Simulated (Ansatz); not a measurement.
# Run report: CO, geometry relaxation

The run: geometry relaxation of CO. Method and program: RKS B3LYP-D4/def2-SVPD (Ansatz 0.2.0).

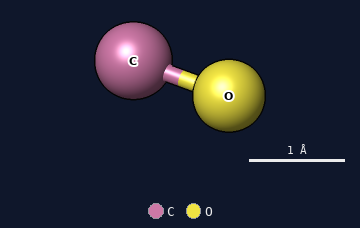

Figure 1. The starting structure (ball-and-stick view, seen at an oblique angle). Bond lengths as drawn: C–O 1.14 Å.

**The input**
```yaml
crystal:
  periodic: [false, false, false]
  atoms:
    - { symbol: C, position_ang: [0.0, 0.0, 0.189082] }
    - { symbol: O, position_ang: [0.0, 0.0, 1.330918] }
basis:
  gaussian: { orbitals: def2-SVPD }
hamiltonian:
  xc: { name: B3LYP }
  dispersion: d4
output:
  forces: true
relax:
  f_tol: 0.003
  max_steps: 120
```

Run on 1 thread of Arm Neoverse V1, 24 GiB of memory available, shared host.

Launched with:
```bash
ansatz run input.yaml --threads 1 --pin off --max-ram 2560MiB --backend cpu --events-out ev --progress --plain --runs-dir out
```

**What the program printed**
```
The last accepted step is kept in [file] (removed where the run ends without a failure and the disk answers)
Engine: ansatz 0.2.0, aarch64-unknown-linux-gnu
Functional definition: B3LYP
  parameter a0 = 0.2
  parameter ax = 0.72
  parameter ac = 0.81
  exchange = (1 - a0 - ax)*slater_x + ax*b88_x + a0*exact_x
  correlation = (1 - ac)*vwn_rpa_c + ac*lyp_c
354 factors; their error is unknown
mean field evaluation 1: about -3079.2200 eV, gradient 3.4e1 eV
mean field evaluation 2: about -3070.9295 eV, gradient 7.7e1 eV
mean field evaluation 4: about -3081.2040 eV, gradient 8.5e-1 eV
mean field evaluation 8: about -3081.2021 eV, gradient 1.3e-1 eV
mean field -3081.20215541 eV, -113.2320906975 hartree, gradient 1.8e-6 eV, S^2 0.000000; 0 other end points of the search recorded, 0 dependent functions left out
the calculation of the forces begins
reference -3081.20233288 eV, -113.2320972196 hartree; 7, 7 occupied and 36, 36 virtual orbitals, 354 factors
relax step   1: F+E_penalty+E_count = -3081.21944755 eV  Δ(F+E_penalty+E_count) = +0.000e0 eV  max|allowed force component| = 1.322e0 eV/Å  Δτ_max = 0.0000 Å  (25 SCF iters, accepted)
these checks for a lower state are left out or cut short: starts, cluster_reference, orbital_swaps, neighbouring_geometries, increment
354 factors; their error is unknown
mean field evaluation 16: about -3081.2104 eV, gradient 1.2e0 eV
mean field -3081.20946639 eV, -113.2323593712 hartree, gradient 2.2e-5 eV, S^2 0.000000; 0 other end points of the search recorded, 0 dependent functions left out
the calculation of the forces begins
reference -3081.20964376 eV, -113.2323658892 hartree; 7, 7 occupied and 36, 36 virtual orbitals, 354 factors
relax step   2: F+E_penalty+E_count = -3081.22676035 eV  Δ(F+E_penalty+E_count) = -7.313e-3 eV  max|allowed force component| = 2.078e-2 eV/Å  Δτ_max = 0.0055 Å  (29 SCF iters, accepted)
these checks for a lower state are left out or cut short: starts, cluster_reference, orbital_swaps, neighbouring_geometries, increment
354 factors; their error is unknown
mean field -3081.20946814 eV, -113.2323594352 hartree, gradient 4.0e-6 eV, S^2 0.000000; 0 other end points of the search recorded, 0 dependent functions left out
the calculation of the forces begins
reference -3081.20964550 eV, -113.2323659533 hartree; 7, 7 occupied and 36, 36 virtual orbitals, 354 factors
relax step   3: F+E_penalty+E_count = -3081.22676206 eV  Δ(F+E_penalty+E_count) = -1.713e-6 eV  max|allowed force component| = 5.493e-4 eV/Å  Δτ_max = 0.0001 Å  (19 SCF iters, accepted)
354 factors; their error is unknown
mean field evaluation 32: about -3071.7726 eV, gradient 7.4e1 eV
```

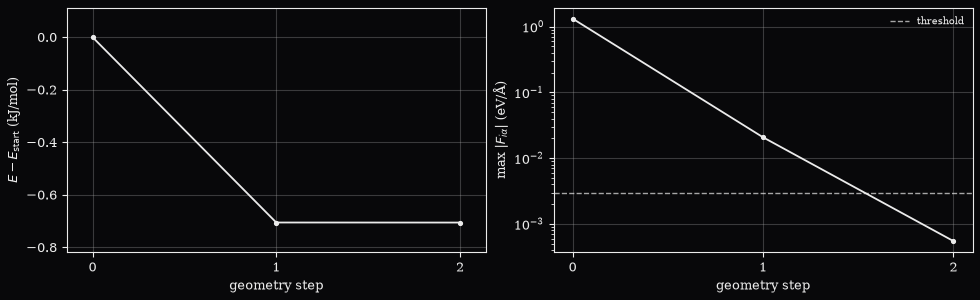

Figure 2. Progress of the relaxation, step by step (the first geometry is step 0 here and step 1 in the log). After 2 geometry steps the energy has fallen by 0.71 kJ/mol. Largest force component: 1.3 eV/Å at the start, 0.00055 eV/Å at the end. The largest moves after the best rigid fit, 0.005 Å, are those of C1 and O2. By element the largest moves are O 0.005 Å, C 0.005 Å. Distances before and after: C1–O2 1.142 → 1.131 Å. (Atoms are counted from 1 in the order of the input.)

```
mean field -3081.20946814 eV, -113.2323594352 hartree, gradient 1.5e-5 eV, S^2 0.000000; 1 other end points of the search recorded, 0 dependent functions left out
the calculation of the forces begins
reference -3081.20964550 eV, -113.2323659533 hartree; 7, 7 occupied and 36, 36 virtual orbitals, 354 factors
Total energy: -3081.22693943 eV, -113.2330014934 hartree
Atom 0 at     0.000000    -0.000000     0.194542 Å, force    -0.000000    -0.000000     0.000549 eV/Å
Atom 1 at    -0.000000     0.000000     1.325458 Å, force     0.000000     0.000000    -0.000549 eV/Å
Dipole moment:    -0.000000    -0.000000     0.021589 e Å
```

**Trajectory as extended XYZ (Å, eV, eV/Å), 3 frames, from step=1 to step=3**
```
2
Properties=species:S:1:pos:R:3:forces:R:3 step=1 energy=-3081.21945
C     0.0000    0.0000    0.1891    0.0000   0.0000   1.3220
O     0.0000    0.0000    1.3309    0.0000   0.0000  -1.3220
2
Properties=species:S:1:pos:R:3:forces:R:3 step=2 energy=-3081.22676
C     0.0000    0.0000    0.1946    0.0000   0.0000  -0.0208
O     0.0000    0.0000    1.3254    0.0000   0.0000   0.0208
2
Properties=species:S:1:pos:R:3:forces:R:3 step=3 energy=-3081.22676
C     0.0000    0.0000    0.1945    0.0000   0.0000   0.0005
O     0.0000    0.0000    1.3255    0.0000   0.0000  -0.0005
```

**Summary**

- outcome: converged
- total energy: −3081.2269 eV
- mean-field energy: −3081.2096 eV
- largest force (length of the vector) at the end: 0.001 eV/Å
- wall time: 1.6 s
- peak memory: 0.081 GiB
